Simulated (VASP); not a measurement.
# MnSe: structure and properties in VASP, part 6 of 11

Wanted: the relaxed cell of MnSe and its properties. The start is a cell from a database of measured crystal structures.

VASP 6.6.1, plane waves and PAW; the level of theory is named at each step.

Still holding for the runs below: The magnetic order is the lowest of the few collinear ones that converged above; longer or canted patterns were not tried. The cell is doubled for it, so bands and modes from the zone boundary of the chemical cell fold onto Γ and the labels are those of the larger cell.

So far, gap on the k-mesh (eV): step 2 (magnetic order: ferromagnetic) 0.664; step 3 (magnetic order: antiferromagnetic, q = (0, 0, 1/2)) 1.79; step 4 (magnetic order: antiferromagnetic, q = (1/2, 1/2, 0)) 0.946.

The database entry behind the starting cell differs from later determinations by our own check (about 0.4 % short), so it need not match the best structure at ambient conditions.

**8. Single point with fields (optB86b-vdW + U)**

Level of this step: optB86b-vdW, DFT+U (Mn d 5 eV), spin-polarised from an antiferromagnetic start; plane waves and PAW (Mn_pv, Se) (VASP).

The relaxed cell gets a fresh self-consistent run, on a basis set for its own volume, to fix the density and to check the remaining stress.

INCAR reads:

```
SYSTEM = MnSe
PREC = Accurate
ENCUT = 400
EDIFF = 1E-06
NELM = 100
ISMEAR = 0
SIGMA = 0.05
LREAL = .FALSE.
ALGO = Normal
GGA = MK
AGGAC = 0
LUSE_VDW = .TRUE.
PARAM1 = 0.1234
PARAM2 = 1
LASPH = .TRUE.
NBANDS = 27
ISPIN = 2
MAGMOM = 4.55 -4.55 0 0
LDAU = .TRUE.
LDAUTYPE = 2
LDAUL = 2 -1
LDAUU = 5 0
LDAUJ = 0 0
LDAUPRINT = 1
LMAXMIX = 4
LORBIT = 11
LWAVE = .FALSE.
LCHARG = .TRUE.
ISIF = 2
LELF = .TRUE.
LVHAR = .TRUE.
```

POSCAR reads:

```
MnSe
1.0
    0.0000000000      2.7462933315      2.7462933315
    2.7462933315      0.0000000000      2.7462933315
    5.4877001748      5.4877001748      0.0048864881
Mn Se
2 2
Direct
    0.0000000000      0.0000000000      0.0000000000
    0.0000000000      0.0000000000      0.5000000000
    0.5000000000      0.5000000000      0.2500000000
    0.5000000000      0.5000000000      0.7500000000
```

KPOINTS reads:

```
Automatic mesh
0
Gamma
6 6 6
0 0 0
```

PAW data sets: Mn_pv and Se (PBE family, release 64).

On the command line:

```console
$ mpirun -np 4 vasp_std
```

Output:

```text
[banner, memory and clock lines left out]
running    4 mpi-ranks, on    1 nodes
 distrk:  each k-point on    4 cores,    1 groups
 distr:  one band on    1 cores,    4 groups

 POSCAR found type information on POSCAR MnSe
 POSCAR found :  2 types and       4 ions
 [... a notice as in an earlier step ...]

 [... a notice as in an earlier step ...]

 LDA part: xc-table for (Slater+PW92), standard interpolation
|                                                                             |
|           W    W    AA    RRRRR   N    N  II  N    N   GGGG   !!!           |
|           W    W   A  A   R    R  NN   N  II  NN   N  G    G  !!!           |
|           W    W  A    A  R    R  N N  N  II  N N  N  G       !!!           |
|           W WW W  AAAAAA  RRRRR   N  N N  II  N  N N  G  GGG   !            |
|           WW  WW  A    A  R   R   N   NN  II  N   NN  G    G                |
|           W    W  A    A  R    R  N    N  II  N    N   GGGG   !!!           |
|                                                                             |
|     The number of bands has been changed from the values supplied in        |
|     The orbitals not found in the WAVECAR file will be initialized with     |
|     random numbers, which is usually adequate. For correlated               |
|     calculations, however, you should redo the groundstate calculation.     |
|     I found NBANDS = 27. Now, NBANDS = 28.                                  |
|                                                                             |

 POSCAR, INCAR and KPOINTS ok, starting setup
 FFT: planning ... GRIDC
 FFT: planning ... GRID_SOFT
 FFT: planning ... GRID
 WAVECAR not read
 entering main loop
       N       E                     dE             d eps       ncg     rms          rms(c)
DAV:   1     0.328827812638E+03    0.32883E+03   -0.18366E+04  4056   0.116E+03
DAV:   2     0.100330710271E+02   -0.31879E+03   -0.30718E+03  3680   0.350E+02
DAV:   3    -0.117870698460E+02   -0.21820E+02   -0.21487E+02  4172   0.959E+01
DAV:   4    -0.122745930336E+02   -0.48752E+00   -0.48654E+00  4100   0.143E+01
DAV:   5    -0.122805654039E+02   -0.59724E-02   -0.59718E-02  4092   0.187E+00    0.120E+01
DAV:   6    -0.129450042366E+02   -0.66444E+00   -0.13207E+01  3612   0.413E+01    0.134E+01
DAV:   7    -0.140296256182E+02   -0.10846E+01   -0.28482E+00  3944   0.107E+01    0.746E+00
DAV:   8    -0.139885861862E+02    0.41039E-01   -0.23054E-01  3976   0.387E+00    0.455E+00
DAV:   9    -0.140573634744E+02   -0.68777E-01   -0.44996E-02  3944   0.224E+00    0.516E-01
DAV:  10    -0.140592441983E+02   -0.18807E-02   -0.10801E-02  4304   0.114E+00    0.221E-01
DAV:  11    -0.140596495619E+02   -0.40536E-03   -0.10619E-03  3992   0.259E-01    0.112E-01
DAV:  12    -0.140597814255E+02   -0.13186E-03   -0.15352E-04  4200   0.906E-02    0.556E-02
DAV:  13    -0.140598209996E+02   -0.39574E-04   -0.46844E-05  3816   0.436E-02    0.193E-02
DAV:  14    -0.140598243944E+02   -0.33948E-05   -0.39952E-06  3572   0.164E-02    0.717E-03
DAV:  15    -0.140598258648E+02   -0.14704E-05   -0.40064E-06  4060   0.108E-02    0.232E-03
DAV:  16    -0.140598270224E+02   -0.11576E-05   -0.29496E-07  2012   0.424E-03    0.183E-03
DAV:  17    -0.140598270430E+02   -0.20650E-07   -0.65224E-08  1960   0.158E-03
   1 F= -.14059827E+02 E0= -.14059827E+02  d E =-.182110E-25  mag=    -0.0000
```

The job ended after 53 s (4 MPI ranks of AMD EPYC 7R43, shared host; peak memory 0.99 GiB).

Parts of OUTCAR (step 8):

```text
   k-points           NKPTS =     32   k-points in BZ     NKDIM =     32   number of bands    NBANDS=     28

   NELECT =      38.0000    total number of electrons

atom =   1  type =  1  l = 2

 onsite density matrix

spin component  1

  0.9371 -0.0000 -0.0006 -0.0000 -0.0000
 -0.0000  0.9371 -0.0003  0.0000  0.0005
 -0.0006 -0.0003  0.9539 -0.0003 -0.0000
 -0.0000  0.0000 -0.0003  0.9371 -0.0005
 -0.0000  0.0005 -0.0000 -0.0005  0.9539

spin component  2

 occupancies and eigenvectors

  o =  0.0129  v =  0.0000  0.0000  0.0000  0.0000  0.0000 -0.8164 -0.4083  0.0119 -0.4081 -0.0000      0.0000  0.0000  0.0000  0.0000  0.0000  0.0000  0.0000  0.0000  0.0000  0.0000
  o =  0.0129  v =  0.0000  0.0000  0.0000  0.0000  0.0000  0.0001 -0.7070 -0.0000  0.7071 -0.0119      0.0000  0.0000  0.0000  0.0000  0.0000  0.0000  0.0000  0.0000  0.0000  0.0000
  o =  0.0129  v =  0.0000  0.0000  0.0000  0.0000  0.0000  0.5774 -0.5774  0.0000 -0.5774  0.0000      0.0000  0.0000  0.0000  0.0000  0.0000  0.0000  0.0000  0.0000  0.0000  0.0000
  o =  0.0778  v =  0.0000  0.0000  0.0000  0.0000  0.0000  0.0000 -0.0084  0.0000  0.0084  0.9999      0.0000  0.0000  0.0000  0.0000  0.0000  0.0000  0.0000  0.0000  0.0000  0.0000
  o =  0.0778  v =  0.0000  0.0000  0.0000  0.0000  0.0000 -0.0097 -0.0049 -0.9999 -0.0049  0.0000      0.0000  0.0000  0.0000  0.0000  0.0000  0.0000  0.0000  0.0000  0.0000  0.0000
  o =  0.9370  v =  0.8158  0.4079  0.0416  0.4079  0.0000  0.0000  0.0000  0.0000  0.0000  0.0000      0.0000  0.0000  0.0000  0.0000  0.0000  0.0000  0.0000  0.0000  0.0000  0.0000
  o =  0.9370  v =  0.0000  0.7065  0.0000 -0.7065 -0.0416  0.0000  0.0000  0.0000  0.0000  0.0000      0.0000  0.0000  0.0000  0.0000  0.0000  0.0000  0.0000  0.0000  0.0000  0.0000
  o =  0.9371  v = -0.5774  0.5774  0.0000  0.5774 -0.0000  0.0000  0.0000  0.0000  0.0000  0.0000      0.0000  0.0000  0.0000  0.0000  0.0000  0.0000  0.0000  0.0000  0.0000  0.0000
  o =  0.9540  v =  0.0000  0.0294 -0.0000 -0.0294  0.9991  0.0000  0.0000  0.0000  0.0000  0.0000      0.0000  0.0000  0.0000  0.0000  0.0000  0.0000  0.0000  0.0000  0.0000  0.0000
  o =  0.9540  v =  0.0339  0.0170 -0.9991  0.0170 -0.0000  0.0000  0.0000  0.0000  0.0000  0.0000      0.0000  0.0000  0.0000  0.0000  0.0000  0.0000  0.0000  0.0000  0.0000  0.0000

atom =   2  type =  1  l = 2

 onsite density matrix

spin component  1

spin component  2

 occupancies and eigenvectors

  o =  0.0129  v = -0.8164 -0.4082  0.0119 -0.4082 -0.0000  0.0000  0.0000  0.0000  0.0000  0.0000      0.0000  0.0000  0.0000  0.0000  0.0000  0.0000  0.0000  0.0000  0.0000  0.0000
  o =  0.0129  v = -0.0000  0.7071  0.0000 -0.7071  0.0119  0.0000  0.0000  0.0000  0.0000  0.0000      0.0000  0.0000  0.0000  0.0000  0.0000  0.0000  0.0000  0.0000  0.0000  0.0000
  o =  0.0129  v =  0.5774 -0.5774  0.0000 -0.5774 -0.0000  0.0000  0.0000  0.0000  0.0000  0.0000      0.0000  0.0000  0.0000  0.0000  0.0000  0.0000  0.0000  0.0000  0.0000  0.0000
  o =  0.0778  v = -0.0000  0.0084 -0.0000 -0.0084 -0.9999  0.0000  0.0000  0.0000  0.0000  0.0000      0.0000  0.0000  0.0000  0.0000  0.0000  0.0000  0.0000  0.0000  0.0000  0.0000
  o =  0.0778  v = -0.0097 -0.0049 -0.9999 -0.0049  0.0000  0.0000  0.0000  0.0000  0.0000  0.0000      0.0000  0.0000  0.0000  0.0000  0.0000  0.0000  0.0000  0.0000  0.0000  0.0000
  o =  0.9370  v =  0.0000  0.0000  0.0000  0.0000  0.0000  0.8158  0.4079  0.0416  0.4079 -0.0000      0.0000  0.0000  0.0000  0.0000  0.0000  0.0000  0.0000  0.0000  0.0000  0.0000
  o =  0.9370  v =  0.0000  0.0000  0.0000  0.0000  0.0000 -0.0000  0.7065 -0.0000 -0.7065 -0.0416      0.0000  0.0000  0.0000  0.0000  0.0000  0.0000  0.0000  0.0000  0.0000  0.0000
  o =  0.9371  v =  0.0000  0.0000  0.0000  0.0000  0.0000 -0.5774  0.5774  0.0000  0.5774  0.0000      0.0000  0.0000  0.0000  0.0000  0.0000  0.0000  0.0000  0.0000  0.0000  0.0000
  o =  0.9540  v =  0.0000  0.0000  0.0000  0.0000  0.0000  0.0000  0.0294 -0.0000 -0.0294  0.9991      0.0000  0.0000  0.0000  0.0000  0.0000  0.0000  0.0000  0.0000  0.0000  0.0000
  o =  0.9540  v =  0.0000  0.0000  0.0000  0.0000  0.0000  0.0339  0.0170 -0.9991  0.0170 -0.0000      0.0000  0.0000  0.0000  0.0000  0.0000  0.0000  0.0000  0.0000  0.0000  0.0000

 E-fermi :   4.9825

 spin component 1
 k-point     1 :       0.0000    0.0000    0.0000
  band No.  band energies     occupation
    ...
     15       3.8182      1.00000
     16       3.8182      1.00000
     17       4.1602      1.00000
     18       4.1602      1.00000
     19       4.1740      1.00000
     20       6.7534      0.00000
     21       7.8497      0.00000
     22       7.8497      0.00000
     23       7.8739      0.00000
     24       8.1618      0.00000
    ...

 k-point     4 :       0.5000    0.0000    0.0000
  band No.  band energies     occupation
    ...
     15       0.4706      1.00000
     16       2.4933      1.00000
     17       2.5051      1.00000
     18       3.8898      1.00000
     19       4.0101      1.00000
     20       6.1526      0.00000
     21       6.9667      0.00000
     22       8.1793      0.00000
     23       8.4936      0.00000
     24       8.5684      0.00000
    ...

Total vdW correction in eV:      6.8856519

  Total        0.0046948      0.0046948      0.0046948     -0.0313671      0.0313671      0.0313671
  in kB        0.0909091      0.0909091      0.0909091     -0.6073850      0.6073850      0.6073850
  external PRESSURE =       0.0909091 kB  Pullay stress =       0.0000000 kB

 POSITION                                       TOTAL-FORCE (eV/Angst)
 -----------------------------------------------------------------------------------
      0.00000      0.00000      0.00000        -0.000000     -0.000000      0.000000
      2.74385      2.74385      0.00244         0.000000      0.000000      0.000000
      2.74507      2.74507      2.74751        -0.000000     -0.000000     -0.000000
      5.48892      5.48892      2.74996        -0.000000     -0.000000      0.000000
 -----------------------------------------------------------------------------------
    total drift:                                0.000000      0.000000      0.000000

  FREE ENERGIE OF THE ION-ELECTRON SYSTEM (eV)
  ---------------------------------------------------
  free  energy   TOTEN  =       -14.0598270430 eV

  energy  without entropy=      -14.0598270430  energy(sigma->0) =      -14.05982704

Total vdW correction in eV:      6.8856583

[... 13 parts as in an earlier step ...]

[... 5 further parts left out ...]
```

With spin, VASP writes an ELF for each channel.

Numbers from this step:

```yaml
scf_cycles: 17
bands: 28
fermi_energy: 4.982 eV
pressure: 0.009091 GPa
```

Valence electrons inside each PAW sphere by angular momentum. Sphere charges, by row:

```csv
atom,s (e),p (e),d (e),tot (e)
Mn1,0.222,6.155,4.897,11.27
Mn2,0.222,6.155,4.897,11.27
Se3,1.443,2.456,0.021,3.92
Se4,1.443,2.456,0.021,3.92
```

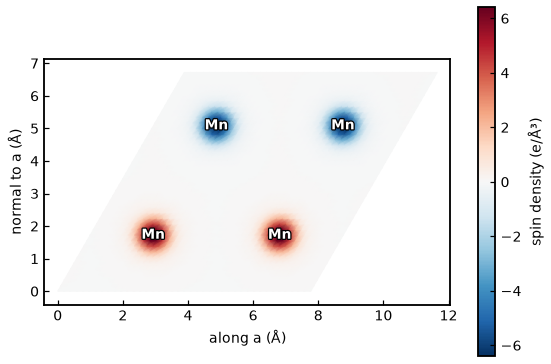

Spin density in the ac plane at fractional y = 0.000, with atoms of Mn within 0.2 Å of it. The map starts off the cell's origin, so that atoms lie inside it.

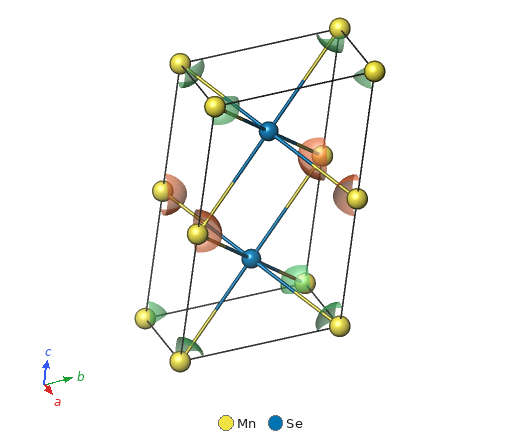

Surfaces of spin density = ±2 e/Å³, which hold about 50 % of the integral of its size. The two colours are the two signs. Bonds to atoms that aren't drawn are left out.

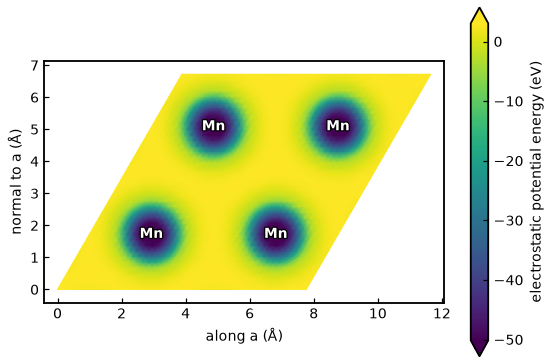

Electrostatic potential energy in the ac plane at fractional y = 0.000, with atoms of Mn within 0.2 Å of it. With pseudopotentials it is smooth inside the atoms' cores, unlike the true potential. The map starts off the cell's origin, so that atoms lie inside it.

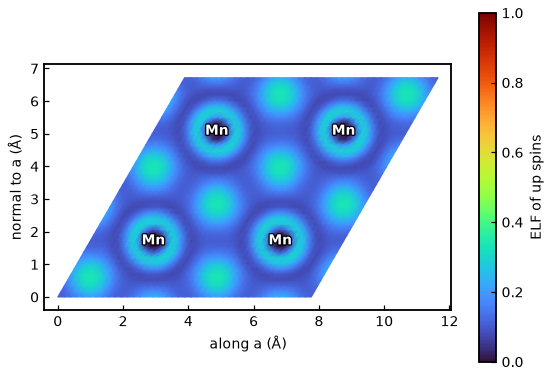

ELF of up spins in the ac plane at fractional y = 0.000, with atoms of Mn within 0.2 Å of it. It is the smooth field of the valence electrons, not physical close to the nuclei. The map starts off the cell's origin, so that atoms lie inside it.

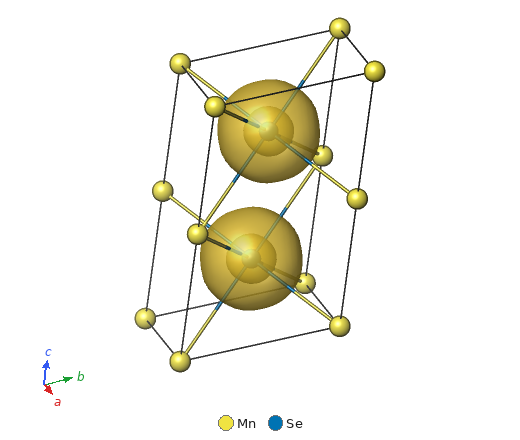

Surface of ELF of up spins = 0.79. Bonds to atoms that aren't drawn are left out.

In this run the pressure is 0.01 GPa, small enough to go on.

(Part 6 of 11 ends here.)

[Lines on the potential files, build, host, timing and source positions are cut from VASP's logs without a mark.]

[Logs are printed without paths, hosts, clocks, repeated set-up lines and the standing remarks that a program may print on its own settings, such as how far it seeks lower states.]

[Hosts, paths, dates, database ids (printed as entryN), source tags and the programs' standing remarks are cut or masked in the printed files.]

[A measured line is paired with the nearest computed mode of its activity, which favours agreement.]
